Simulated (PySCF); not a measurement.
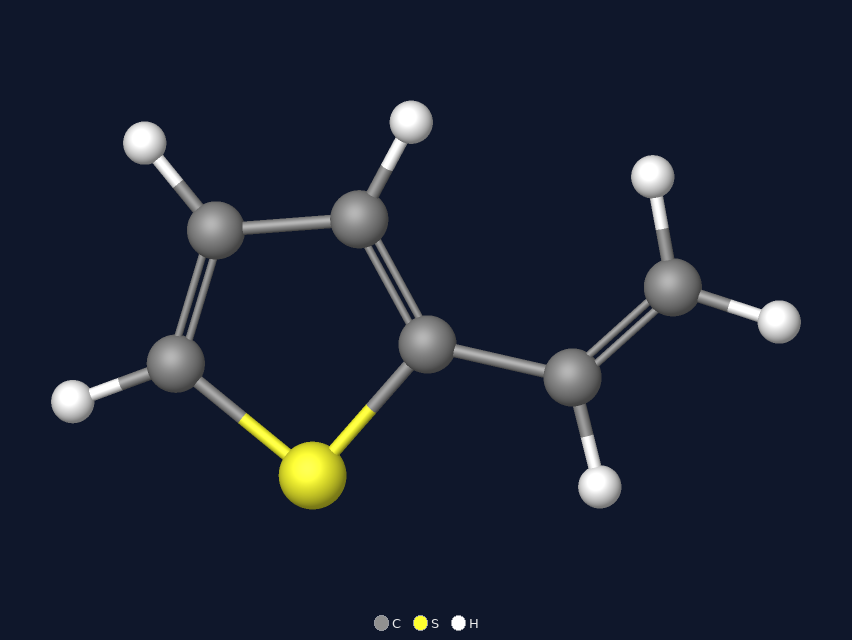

Ball-and-stick drawing of a structure.

The geometry was computed by an optimisation with PBE0-D3(BJ)/def2-SVP. No frequency run is at hand to confirm it as a minimum.

What is the molecular formula?

Answer. C₆H₆S, 13 atoms: 6 carbon, 6 hydrogen and 1 sulfur.

Count the bonded pairs by element.

Answer. 6 C–H, 5 C–C, 2 C–S.

Describe its rings.

Answer. Independent rings (smallest set): 1 of 5 members, 1 of them aromatic.

Name functional groups in it.

Answer. Among them: alkene.

What is the point group of this geometry?

Answer. Cs.

More results for the same structure follow; atom numbers are the same in all pictures, views and colours differ.

## Geometry

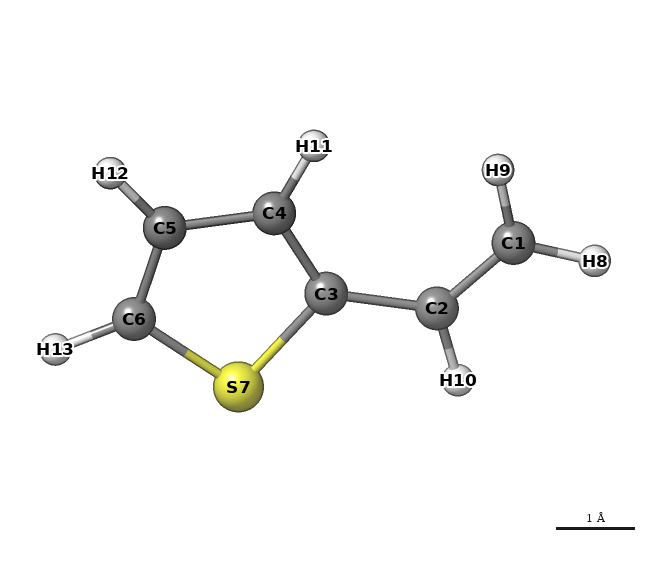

Atoms carry their numbers in the input. No frequency run is at hand to confirm it as a minimum.

Give the bond lengths.

| bond | length (Å) | order |
| --- | --- | --- |
| C1–C2 | 1.340 | double |
| C1–H8 | 1.092 | single |
| C1–H9 | 1.093 | single |
| C2–C3 | 1.455 | single |
| C2–H10 | 1.096 | single |
| C3–C4 | 1.381 | aromatic |
| C3–S7 | 1.733 | aromatic |
| C4–C5 | 1.417 | aromatic |
| C4–H11 | 1.091 | single |
| C5–C6 | 1.373 | aromatic |
| C5–H12 | 1.091 | single |
| C6–S7 | 1.712 | aromatic |
| C6–H13 | 1.089 | single |

## Core levels

No frequency run is at hand to confirm it as a minimum. Properties computed with delta-SCF UKS SCAN, pcX-2 on the ionised atom, pcseg-1 elsewhere, spin-free X2C (PySCF 2.14.0).

Give the core-electron binding energies (to vacuum; p and d levels without spin–orbit splitting) of C1 1s, C2 1s, C3 1s, C4 1s, C5 1s, C6 1s, S7 1s, S7 2p.

| atom | level | binding energy (eV) |
| --- | --- | --- |
| C1 | 1s | 289.7 |
| C2 | 1s | 290.7 |
| C3 | 1s | 290.8 |
| C4 | 1s | 290.1 |
| C5 | 1s | 290.3 |
| C6 | 1s | 290.4 |
| S7 | 1s | 2477.8 |
| S7 | 2p | 170.2 |

## Quadrupole coupling

No frequency run is at hand to confirm it as a minimum. Electric field gradients from the ground-state density, PBE0/pcSseg-1 (PySCF 2.14.0), non-relativistic apart from any core potentials.

Give the largest field-gradient component, the quadrupole coupling constant and the asymmetry for 33S at S7 (Q = −67.81 mb), 2H at H8 (Q = 2.86 mb), 2H at H9 (Q = 2.86 mb), 2H at H10 (Q = 2.86 mb), 2H at H11 (Q = 2.86 mb).

| atom | V_zz (a.u.) | e²qQ/h (MHz) | η |
| --- | --- | --- | --- |
| S7 | 1.786 | −28.5 | 0.54 |
| H8 | 0.309 | 0.208 | 0.06 |
| H9 | 0.307 | 0.206 | 0.06 |
| H10 | 0.296 | 0.199 | 0.09 |
| H11 | 0.311 | 0.209 | 0.07 |

## Dipole moment

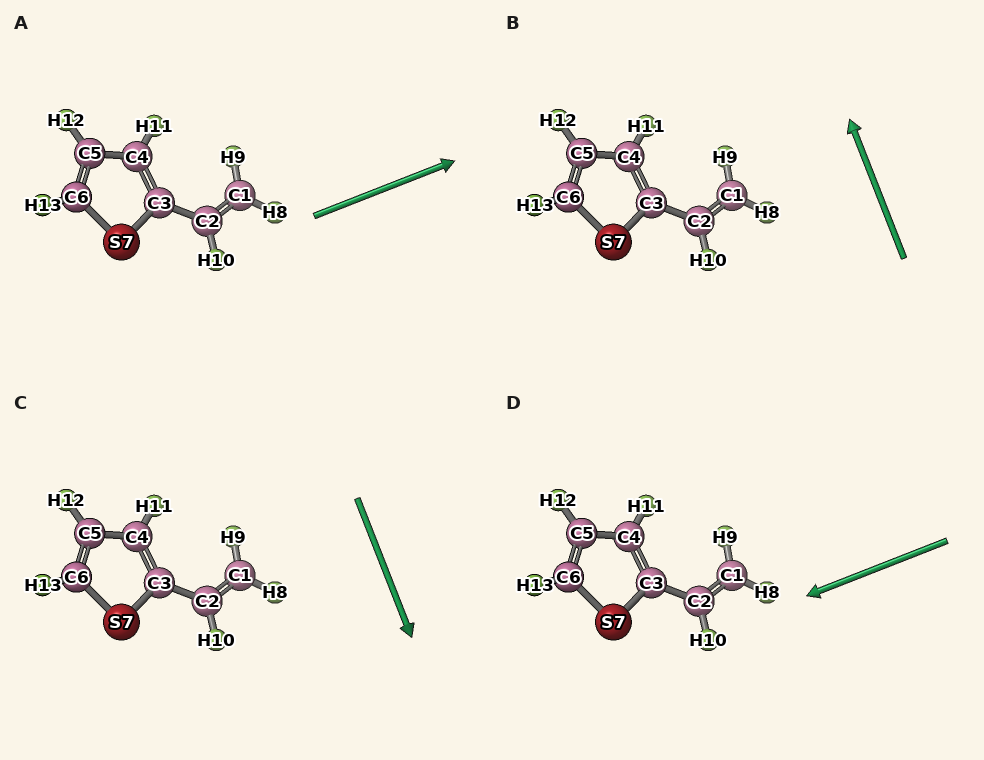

The same molecule four times, each with an arrow. No frequency run is at hand to confirm it as a minimum. Properties computed with CAM-B3LYP/def2-SVPD, gas phase (PySCF 2.14.0).

Which arrow points along the dipole moment, from the negative to the positive end?

Answer. B. The dipole moment is 0.56 D; it points from the side of H10 to the side of H12 (the outermost atoms at the two ends).

## NMR shielding

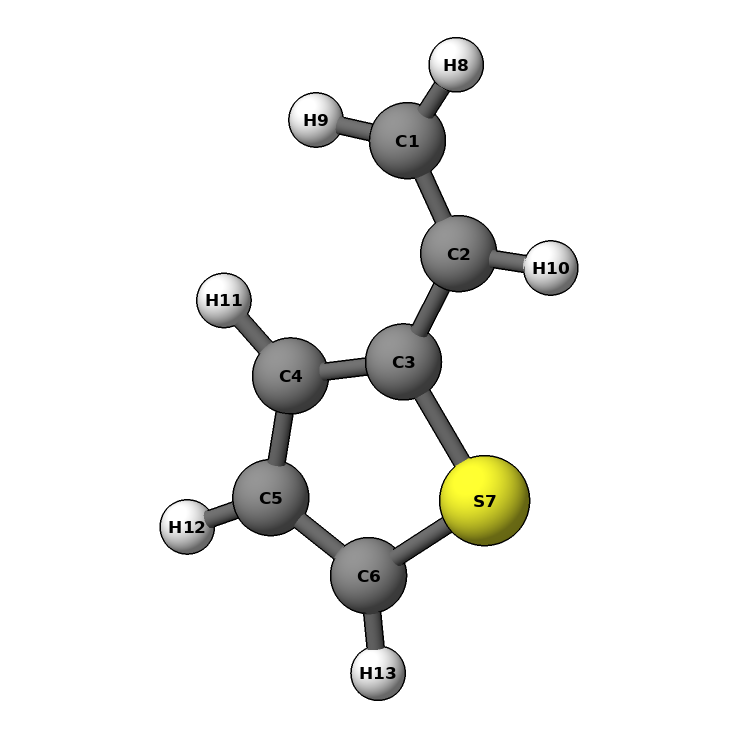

No frequency run is at hand to confirm it as a minimum. Level of theory: GIAO KT2/pcSseg-2 NMR shielding, non-relativistic, gas phase (PySCF 2.14.0). Principal shieldings σ11 ≤ σ22 ≤ σ33, span Ω = σ33 − σ11, skew κ = 3(σiso − σ22)/Ω.

Give the shielding tensors of the S atoms.

```
atom    σ11    σ22    σ33   σiso      Ω      κ
  S7  167.1  286.3  383.2  278.9  216.1  −0.10
```

Shieldings and span in ppm.
